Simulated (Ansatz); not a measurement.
Consider Nb in the bcc (W type) structure (space group Im-3m, No. 229; a = 3.248 Å; relaxed with 0.1 eV smearing).

Structures relaxed with Kohn–Sham DFT with the LDA functional, run in Ansatz (an electronic-structure program) with PAW and 420 eV plane waves, without spin-orbit coupling.

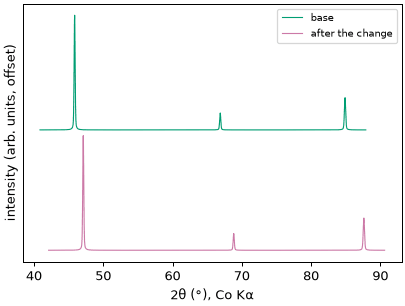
Figure. Simulated powder patterns before (top) and after one change

### Question
Name the change that was made.
A) isotropic strain +1.00 %
B) isotropic strain −1.00 %
C) isotropic strain −2.50 %
D) isotropic strain +0.50 %

### Answer
C, isotropic strain −2.50 %. Its volume per atom is 15.89 Å³ against 17.14 Å³, and its space group is Im-3m (No. 229).

No phonon test of stability was made. The final runs are not spin-polarised.
